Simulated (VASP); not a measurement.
Band structure of PbTe (rock salt). These are PBE GGA, VASP's PBE PAW potentials (set 64) (plane waves; VASP 6.6.1) values and carry that method's errors.

Unless said otherwise, spin-orbit coupling is left out, though it shifts the bands of the heavy elements here.

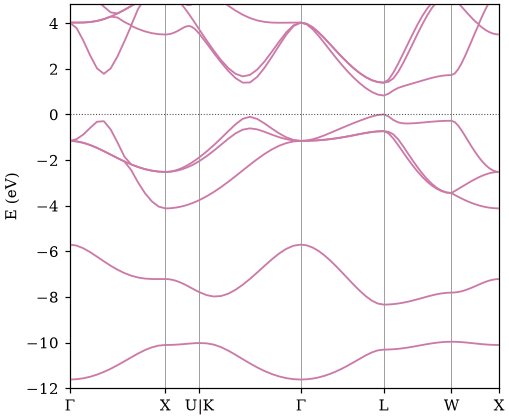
Bands along high-symmetry lines, zero at the valence-band maximum or, without a gap, the Fermi level

**Question.** Read the plot: is there a gap, and where are the band edges?

**Answer.** The gap is direct, 0.83 eV, from the valence maximum at L to the conduction minimum at L. (Edges off the drawn lines would not show.)

The compound is PbTe in the rock salt structure. It was relaxed first, which changed the volume by +5 %.
